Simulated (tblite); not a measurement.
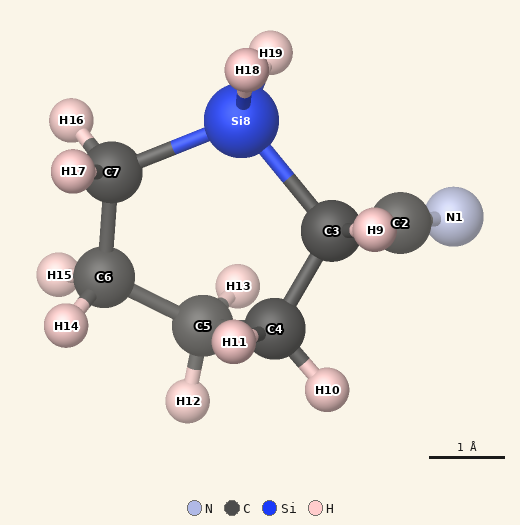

*The starting structure (ball-and-stick view, seen at a tilt; atoms are numbered from 1 in the order of the input).*

Bond lengths as drawn: C–C 1.43 to 1.54 Å, C–H 1.09 Å, C–N 1.15 Å, C–Si 1.91 to 1.93 Å and H–Si 1.46 to 1.47 Å.

# C6H11NSi: saddle-point search

C6H11NSi, computed with GFN2-xTB saddle search (eigenvector following) and harmonic vibrations, gas phase (tblite 0.8.0).

Input
```
{"job": {"xc": "GFN2-xTB", "basis": "xTB", "kind": "saddle"}, "charge": 0, "multiplicity": 1}
N      2.904557     0.853402    -1.591680
C      2.220609     0.767506    -0.677089
C      1.336996     0.646050     0.442142
C      0.980402    -0.830538     0.654450
C      0.067383    -1.331054    -0.463445
C     -1.404912    -1.018062    -0.201066
C     -1.726609     0.464642     0.070723
Si    -0.256288     1.676532     0.110754
H      1.867937     1.032902     1.317070
H      1.897629    -1.425769     0.681547
H      0.480956    -0.946466     1.619271
H      0.170506    -2.414275    -0.563776
H      0.385799    -0.884300    -1.408923
H     -1.727004    -1.615079     0.655771
H     -1.981449    -1.362532    -1.061968
H     -2.434409     0.822396    -0.677188
H     -2.252951     0.541442     1.023154
H     -0.412833     2.621872     1.224280
H     -0.116319     2.401332    -1.154028
```

The first line tells a small driver script what to run in tblite; the rest is the geometry in Å.

Launch command:
```bash
OMP_NUM_THREADS=1 python <driver script> task.json out
```

Log
```
step      E/eV     max force
  0    -627.72191   0.0233
  1    -627.72605   0.1179
  2    -627.72357   0.0263
  3    -627.72528   0.0331
  4    -627.72665   0.0270
  5    -627.72804   0.0681
  6    -627.72730   0.0092
  7    -627.72803   0.0192
  8    -627.72859   0.0211
  9    -627.72900   0.0230
 10    -627.72925   0.0229
 11    -627.72938   0.0192
 12    -627.72938   0.0014
lowest wavenumbers (cm-1): -107.3 44.0 137.5 189.8 266.5 318.5
```

Trajectory as extended XYZ (Å, eV, eV/Å), 12 frames, from step=0 to step=12
```
19
Properties=species:S:1:pos:R:3:forces:R:3 step=0 energy=-627.72191
N     2.9046    0.8534   -1.5917   -0.0030   0.0070   0.0220
C     2.2206    0.7675   -0.6771    0.0150   0.0050  -0.0100
C     1.3370    0.6461    0.4421   -0.0020  -0.0010   0.0030
C     0.9804   -0.8305    0.6545    0.0010  -0.0020  -0.0030
C     0.0674   -1.3311   -0.4634   -0.0020   0.0000  -0.0010
C    -1.4049   -1.0181   -0.2011   -0.0010   0.0000   0.0040
C    -1.7266    0.4646    0.0707   -0.0010   0.0010   0.0000
Si   -0.2563    1.6765    0.1108    0.0000  -0.0010  -0.0020
H     1.8679    1.0329    1.3171   -0.0040  -0.0030   0.0040
H     1.8976   -1.4258    0.6815    0.0020  -0.0010  -0.0090
H     0.4810   -0.9465    1.6193    0.0050  -0.0060  -0.0020
H     0.1705   -2.4143   -0.5638   -0.0030   0.0000  -0.0020
H     0.3858   -0.8843   -1.4089   -0.0050   0.0010  -0.0020
H    -1.7270   -1.6151    0.6558    0.0030   0.0030   0.0070
H    -1.9814   -1.3625   -1.0620   -0.0050  -0.0040   0.0070
H    -2.4344    0.8224   -0.6772    0.0010  -0.0010  -0.0020
H    -2.2530    0.5414    1.0232   -0.0020   0.0030  -0.0020
H    -0.4128    2.6219    1.2243    0.0000   0.0030  -0.0050
H    -0.1163    2.4013   -1.1540    0.0010  -0.0050  -0.0040
19
Properties=species:S:1:pos:R:3:forces:R:3 step=1 energy=-627.72605
N     2.9639    0.8983   -1.5249   -0.0680  -0.0070   0.0960
C     2.2497    0.7901   -0.6353    0.0490   0.0090  -0.0550
C     1.3310    0.6414    0.4534    0.0240   0.0040  -0.0110
C     0.9845   -0.8427    0.6331    0.0050   0.0000   0.0010
C     0.0542   -1.3256   -0.4784   -0.0060  -0.0010   0.0010
C    -1.4133   -1.0188   -0.1824    0.0000  -0.0090   0.0010
C    -1.7320    0.4653    0.0828    0.0000   0.0050   0.0020
Si   -0.2560    1.6706    0.0849    0.0010   0.0130  -0.0040
H     1.8317    1.0184    1.3511   -0.0120  -0.0090  -0.0170
H     1.9059   -1.4331    0.6301   -0.0110   0.0080  -0.0040
H     0.5027   -0.9856    1.6038    0.0090  -0.0020  -0.0160
H     0.1575   -2.4071   -0.5972   -0.0030   0.0060  -0.0020
H     0.3547   -0.8630   -1.4225   -0.0050  -0.0020   0.0080
H    -1.7100   -1.6092    0.6887    0.0060   0.0070  -0.0080
H    -2.0108   -1.3741   -1.0248    0.0050   0.0020   0.0150
H    -2.4503    0.8181   -0.6576    0.0020  -0.0010   0.0020
H    -2.2434    0.5511    1.0426    0.0020   0.0020  -0.0050
H    -0.4097    2.6605    1.1605    0.0030  -0.0120  -0.0200
H    -0.1104    2.3457   -1.2080   -0.0020  -0.0130   0.0150
19
Properties=species:S:1:pos:R:3:forces:R:3 step=2 energy=-627.72357
N     2.9278    0.8713   -1.5645    0.0220   0.0080  -0.0120
C     2.2320    0.7764   -0.6602   -0.0070   0.0010   0.0150
C     1.3341    0.6448    0.4462   -0.0070  -0.0010   0.0040
C     0.9811   -0.8344    0.6473    0.0000  -0.0020  -0.0030
C     0.0628   -1.3300   -0.4683    0.0000   0.0010  -0.0020
C    -1.4082   -1.0176   -0.1982   -0.0010   0.0030   0.0040
C    -1.7277    0.4643    0.0800   -0.0030   0.0010   0.0000
Si   -0.2561    1.6745    0.0977   -0.0010  -0.0030  -0.0020
H     1.8523    1.0285    1.3299   -0.0020   0.0000   0.0080
H     1.8999   -1.4275    0.6642    0.0040  -0.0030  -0.0060
H     0.4877   -0.9597    1.6139    0.0010  -0.0050   0.0020
H     0.1649   -2.4129   -0.5724   -0.0010  -0.0010  -0.0040
H     0.3772   -0.8803   -1.4136   -0.0030   0.0040  -0.0040
H    -1.7267   -1.6173    0.6579    0.0010  -0.0010   0.0100
H    -1.9886   -1.3590   -1.0576   -0.0070  -0.0040   0.0020
H    -2.4472    0.8224   -0.6566    0.0020  -0.0020   0.0010
H    -2.2390    0.5403    1.0407    0.0000   0.0020  -0.0020
H    -0.4106    2.6403    1.1934    0.0000   0.0060  -0.0030
H    -0.1154    2.3758   -1.1800    0.0010  -0.0040  -0.0080
19
Properties=species:S:1:pos:R:3:forces:R:3 step=3 energy=-627.72528
N     2.9505    0.8888   -1.5394   -0.0140   0.0010   0.0300
C     2.2429    0.7850   -0.6447    0.0160   0.0040  -0.0120
C     1.3320    0.6427    0.4504    0.0060   0.0000  -0.0020
C     0.9831   -0.8395    0.6385    0.0020  -0.0010  -0.0010
C     0.0574   -1.3276   -0.4743   -0.0030   0.0000  -0.0010
C    -1.4114   -1.0182   -0.1888    0.0000  -0.0030   0.0020
C    -1.7302    0.4649    0.0822    0.0020   0.0000   0.0000
Si   -0.2560    1.6720    0.0895    0.0010   0.0020  -0.0020
H     1.8392    1.0223    1.3426   -0.0050  -0.0030  -0.0010
H     1.9035   -1.4307    0.6431   -0.0020   0.0020  -0.0050
H     0.4970   -0.9754    1.6077    0.0040  -0.0030  -0.0060
H     0.1600   -2.4097   -0.5868   -0.0020   0.0020  -0.0030
H     0.3635   -0.8706   -1.4191   -0.0040   0.0010   0.0010
H    -1.7173   -1.6126    0.6759    0.0040   0.0030   0.0020
H    -2.0020   -1.3674   -1.0384   -0.0010  -0.0020   0.0080
H    -2.4494    0.8200   -0.6558   -0.0030   0.0010  -0.0030
H    -2.2405    0.5466    1.0426   -0.0020   0.0020   0.0030
H    -0.4097    2.6527    1.1724    0.0010   0.0000  -0.0080
H    -0.1127    2.3568   -1.1975    0.0000  -0.0060  -0.0010
19
Properties=species:S:1:pos:R:3:forces:R:3 step=4 energy=-627.72665
N     2.9712    0.9051   -1.5138   -0.0100   0.0020   0.0250
C     2.2534    0.7937   -0.6284    0.0090   0.0020  -0.0080
C     1.3300    0.6407    0.4548    0.0060   0.0000  -0.0020
C     0.9853   -0.8443    0.6296    0.0020   0.0000  -0.0010
C     0.0522   -1.3249   -0.4803   -0.0030   0.0000  -0.0010
C    -1.4143   -1.0188   -0.1796   -0.0020  -0.0040   0.0010
C    -1.7325    0.4656    0.0844    0.0000   0.0000   0.0010
Si   -0.2557    1.6694    0.0809    0.0010   0.0030  -0.0020
H     1.8256    1.0160    1.3555   -0.0050  -0.0040  -0.0040
H     1.9071   -1.4334    0.6218   -0.0030   0.0030  -0.0040
H     0.5065   -0.9913    1.6008    0.0040  -0.0020  -0.0060
H     0.1551   -2.4062   -0.6013   -0.0020   0.0030  -0.0020
H     0.3499   -0.8607   -1.4242   -0.0040   0.0000   0.0030
H    -1.7074   -1.6081    0.6932    0.0040   0.0050  -0.0030
H    -2.0146   -1.3755   -1.0192    0.0020   0.0010   0.0090
H    -2.4522    0.8178   -0.6547    0.0000  -0.0010   0.0000
H    -2.2415    0.5529    1.0452    0.0000   0.0010  -0.0010
H    -0.4085    2.6648    1.1503    0.0010  -0.0010  -0.0080
H    -0.1095    2.3370   -1.2150    0.0000  -0.0060   0.0010
19
Properties=species:S:1:pos:R:3:forces:R:3 step=5 energy=-627.72804
N     3.0007    0.9304   -1.4776   -0.0400  -0.0040   0.0550
C     2.2675    0.8065   -0.6062    0.0310   0.0060  -0.0330
C     1.3271    0.6377    0.4602    0.0130   0.0000  -0.0050
C     0.9888   -0.8512    0.6164    0.0030  -0.0010   0.0010
C     0.0443   -1.3222   -0.4880   -0.0050  -0.0010   0.0010
C    -1.4183   -1.0194   -0.1658   -0.0030  -0.0070   0.0000
C    -1.7358    0.4670    0.0862    0.0000  -0.0020   0.0000
Si   -0.2553    1.6658    0.0699    0.0020   0.0030  -0.0010
H     1.8067    1.0067    1.3722   -0.0060  -0.0040  -0.0080
H     1.9128   -1.4367    0.5903   -0.0080   0.0060  -0.0020
H     0.5216   -1.0138    1.5909    0.0060  -0.0010  -0.0110
H     0.1468   -2.4022   -0.6194   -0.0020   0.0030  -0.0010
H     0.3302   -0.8492   -1.4313   -0.0030  -0.0010   0.0050
H    -1.6935   -1.6000    0.7189    0.0050   0.0080  -0.0100
H    -2.0325   -1.3879   -0.9906    0.0070   0.0040   0.0140
H    -2.4538    0.8145   -0.6569   -0.0010  -0.0010   0.0000
H    -2.2457    0.5632    1.0456    0.0000   0.0010   0.0000
H    -0.4064    2.6795    1.1219    0.0010  -0.0020  -0.0060
H    -0.1053    2.3114   -1.2368    0.0000  -0.0040   0.0030
19
Properties=species:S:1:pos:R:3:forces:R:3 step=6 energy=-627.72730
N     2.9830    0.9158   -1.4990    0.0000   0.0020   0.0090
C     2.2588    0.7989   -0.6197    0.0040   0.0020  -0.0010
C     1.3289    0.6394    0.4566    0.0010   0.0000   0.0000
C     0.9869   -0.8471    0.6240    0.0010  -0.0010  -0.0010
C     0.0488   -1.3241   -0.4832   -0.0010   0.0000  -0.0010
C    -1.4158   -1.0190   -0.1737   -0.0010  -0.0010   0.0010
C    -1.7339    0.4663    0.0845   -0.0010   0.0000   0.0000
Si   -0.2555    1.6680    0.0769    0.0000   0.0000  -0.0010
H     1.8181    1.0121    1.3616   -0.0030  -0.0010   0.0010
H     1.9095   -1.4345    0.6087    0.0000   0.0000  -0.0040
H     0.5131   -1.0003    1.5966    0.0020  -0.0030  -0.0020
H     0.1514   -2.4049   -0.6079   -0.0010   0.0010  -0.0020
H     0.3417   -0.8568   -1.4270   -0.0020   0.0010   0.0000
H    -1.7015   -1.6041    0.7041    0.0020   0.0020   0.0020
H    -2.0218   -1.3810   -1.0068   -0.0010  -0.0010   0.0040
H    -2.4521    0.8163   -0.6571    0.0000  -0.0010   0.0000
H    -2.2443    0.5576    1.0441    0.0000   0.0010   0.0000
H    -0.4075    2.6698    1.1400    0.0000   0.0010  -0.0040
H    -0.1079    2.3277   -1.2226    0.0000  -0.0030  -0.0020
19
Properties=species:S:1:pos:R:3:forces:R:3 step=7 energy=-627.72803
N     2.9994    0.9300   -1.4785   -0.0090   0.0000   0.0170
C     2.2667    0.8061   -0.6071    0.0090   0.0020  -0.0070
C     1.3272    0.6377    0.4596    0.0040   0.0000  -0.0010
C     0.9889   -0.8509    0.6166    0.0010  -0.0010  -0.0010
C     0.0444   -1.3227   -0.4874   -0.0020   0.0000   0.0000
C    -1.4181   -1.0193   -0.1662   -0.0010  -0.0020   0.0010
C    -1.7357    0.4671    0.0856    0.0000   0.0000   0.0000
Si   -0.2553    1.6660    0.0706    0.0010   0.0010  -0.0010
H     1.8074    1.0068    1.3710   -0.0030  -0.0020  -0.0010
H     1.9127   -1.4363    0.5909   -0.0020   0.0010  -0.0030
H     0.5217   -1.0130    1.5910    0.0030  -0.0020  -0.0040
H     0.1467   -2.4029   -0.6177   -0.0010   0.0010  -0.0010
H     0.3308   -0.8507   -1.4310   -0.0020   0.0000   0.0010
H    -1.6938   -1.5996    0.7181    0.0020   0.0030  -0.0010
H    -2.0316   -1.3876   -0.9910    0.0010   0.0000   0.0060
H    -2.4533    0.8145   -0.6579    0.0000  -0.0010   0.0000
H    -2.2462    0.5632    1.0447    0.0000   0.0010   0.0000
H    -0.4063    2.6782    1.1239    0.0010   0.0000  -0.0040
H    -0.1055    2.3133   -1.2351    0.0000  -0.0030   0.0000
19
Properties=species:S:1:pos:R:3:forces:R:3 step=8 energy=-627.72859
N     3.0153    0.9444   -1.4577   -0.0110   0.0000   0.0180
C     2.2745    0.8135   -0.5943    0.0090   0.0020  -0.0080
C     1.3255    0.6361    0.4626    0.0050   0.0000  -0.0020
C     0.9909   -0.8547    0.6091    0.0010   0.0000   0.0000
C     0.0399   -1.3214   -0.4915   -0.0020   0.0000   0.0000
C    -1.4202   -1.0195   -0.1586   -0.0010  -0.0020   0.0010
C    -1.7375    0.4680    0.0866    0.0000   0.0000   0.0000
Si   -0.2550    1.6640    0.0643    0.0010   0.0010  -0.0010
H     1.7964    1.0015    1.3803   -0.0030  -0.0020  -0.0030
H     1.9159   -1.4378    0.5727   -0.0030   0.0020  -0.0020
H     0.5307   -1.0258    1.5852    0.0030  -0.0010  -0.0040
H     0.1417   -2.4010   -0.6270   -0.0010   0.0010  -0.0010
H     0.3198   -0.8452   -1.4349   -0.0020   0.0000   0.0010
H    -1.6863   -1.5949    0.7319    0.0020   0.0030  -0.0020
H    -2.0411   -1.3939   -0.9752    0.0020   0.0010   0.0050
H    -2.4545    0.8126   -0.6588    0.0000   0.0000   0.0000
H    -2.2481    0.5688    1.0451    0.0000   0.0010  -0.0010
H    -0.4049    2.6864    1.1077    0.0010  -0.0010  -0.0040
H    -0.1030    2.2989   -1.2474    0.0000  -0.0030   0.0010
19
Properties=species:S:1:pos:R:3:forces:R:3 step=9 energy=-627.72900
N     3.0312    0.9591   -1.4366   -0.0130  -0.0010   0.0190
C     2.2821    0.8209   -0.5814    0.0100   0.0020  -0.0100
C     1.3237    0.6344    0.4654    0.0050   0.0000  -0.0020
C     0.9931   -0.8585    0.6013    0.0010   0.0000   0.0000
C     0.0354   -1.3203   -0.4955   -0.0020   0.0000   0.0010
C    -1.4224   -1.0196   -0.1511   -0.0010  -0.0020   0.0000
C    -1.7393    0.4689    0.0876    0.0000   0.0000   0.0000
Si   -0.2547    1.6620    0.0579    0.0010   0.0010  -0.0010
H     1.7852    0.9961    1.3894   -0.0020  -0.0020  -0.0030
H     1.9192   -1.4390    0.5541   -0.0030   0.0020  -0.0010
H     0.5400   -1.0387    1.5793    0.0030  -0.0010  -0.0040
H     0.1364   -2.3994   -0.6357   -0.0010   0.0010   0.0000
H     0.3089   -0.8403   -1.4387   -0.0010   0.0000   0.0010
H    -1.6789   -1.5900    0.7453    0.0020   0.0020  -0.0030
H    -2.0503   -1.4000   -0.9595    0.0020   0.0010   0.0050
H    -2.4557    0.8108   -0.6595    0.0000   0.0000   0.0000
H    -2.2498    0.5745    1.0455    0.0000   0.0000  -0.0010
H    -0.4034    2.6944    1.0915    0.0000  -0.0010  -0.0030
H    -0.1006    2.2847   -1.2595    0.0000  -0.0020   0.0010
19
Properties=species:S:1:pos:R:3:forces:R:3 step=10 energy=-627.72925
N     3.0468    0.9739   -1.4150   -0.0140  -0.0020   0.0180
C     2.2896    0.8285   -0.5683    0.0090   0.0010  -0.0100
C     1.3218    0.6327    0.4681    0.0050   0.0000  -0.0020
C     0.9953   -0.8623    0.5935    0.0010   0.0000   0.0010
C     0.0308   -1.3193   -0.4992   -0.0010   0.0000   0.0010
C    -1.4244   -1.0196   -0.1438   -0.0010  -0.0020   0.0000
C    -1.7409    0.4698    0.0886    0.0000   0.0000   0.0000
Si   -0.2544    1.6601    0.0514    0.0010   0.0010  -0.0010
H     1.7737    0.9906    1.3984   -0.0020  -0.0020  -0.0040
H     1.9225   -1.4400    0.5353   -0.0030   0.0020  -0.0010
H     0.5495   -1.0515    1.5731    0.0020   0.0000  -0.0040
H     0.1310   -2.3979   -0.6438    0.0000   0.0010   0.0000
H     0.2980   -0.8360   -1.4425   -0.0010   0.0000   0.0010
H    -1.6717   -1.5851    0.7584    0.0010   0.0020  -0.0030
H    -2.0593   -1.4057   -0.9439    0.0020   0.0010   0.0040
H    -2.4571    0.8091   -0.6600    0.0000   0.0000   0.0000
H    -2.2512    0.5801    1.0462    0.0000   0.0000  -0.0010
H    -0.4017    2.7023    1.0751    0.0000  -0.0010  -0.0020
H    -0.0982    2.2704   -1.2716    0.0000  -0.0010   0.0020
19
Properties=species:S:1:pos:R:3:forces:R:3 step=12 energy=-627.72938
N     3.0679    0.9948   -1.3847   -0.0010   0.0000   0.0010
C     2.2995    0.8388   -0.5502    0.0010   0.0000  -0.0010
C     1.3191    0.6303    0.4714    0.0000   0.0000   0.0000
C     0.9983   -0.8673    0.5827    0.0000   0.0000   0.0000
C     0.0244   -1.3185   -0.5041    0.0000   0.0000   0.0000
C    -1.4272   -1.0194   -0.1340    0.0000   0.0000   0.0000
C    -1.7431    0.4712    0.0901    0.0000   0.0000   0.0000
Si   -0.2539    1.6574    0.0424    0.0000   0.0000   0.0000
H     1.7577    0.9830    1.4098    0.0000   0.0000   0.0000
H     1.9268   -1.4409    0.5093    0.0000   0.0000   0.0000
H     0.5631   -1.0689    1.5644    0.0000   0.0000   0.0000
H     0.1230   -2.3966   -0.6536    0.0000   0.0000   0.0000
H     0.2834   -0.8314   -1.4477    0.0000   0.0000   0.0000
H    -1.6624   -1.5783    0.7754    0.0000   0.0000   0.0000
H    -2.0710   -1.4128   -0.9233    0.0000   0.0000   0.0000
H    -2.4592    0.8068   -0.6601    0.0000   0.0000   0.0000
H    -2.2525    0.5877    1.0473    0.0000   0.0000   0.0000
H    -0.3990    2.7126    1.0527    0.0000   0.0000   0.0000
H    -0.0951    2.2513   -1.2878    0.0000   0.0000   0.0000
```

Summary

- outcome: converged
- total energy: −627.7294 eV
- point group: C1
- hardware: 1 CPU thread, shared host
- wall time: 3.8 s
- peak memory: 0.2 GiB
